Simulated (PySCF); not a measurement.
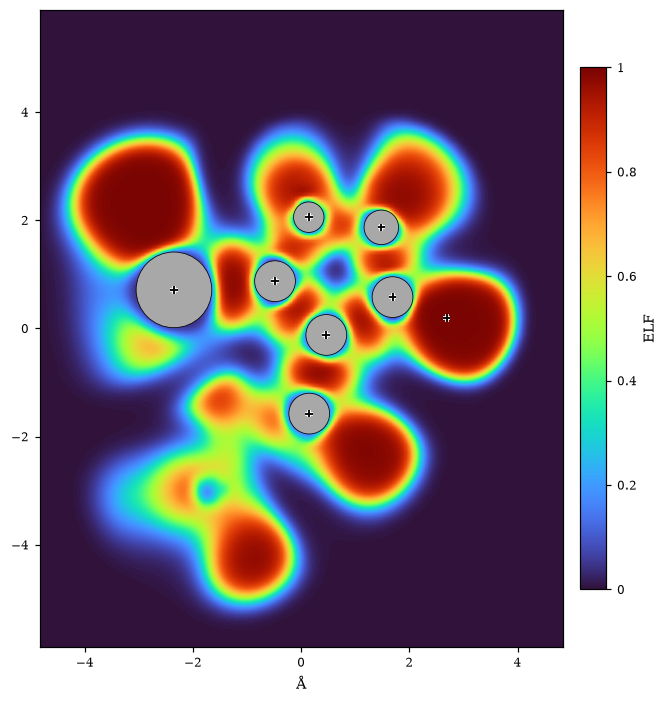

The electron localisation function on a plane through atoms (crosses mark nuclei in the plane; grey discs cover the cores).

Theory: PySCF 2.14.0, PBE0/pcSseg-1, SCF density, gas phase, non-relativistic.

Candidates:
A. C6H12OSSi
B. C6H12N2OSi (SMILES CN(C)Cc1cnoc1[SiH3])
C. C4H11AlCl2O

Which candidate gave the map?

Candidate B: C6H12N2OSi on the plane of atoms C6, C5 and C9, which holds C, N, O, Si and H. C–N (1.31 Å): the ELF peaks at about 0.90 between the atoms (a covalent bond). C–O (1.34 Å): the ELF peaks at about 0.90 between the atoms, as expected for a shared but strongly polarised pair.
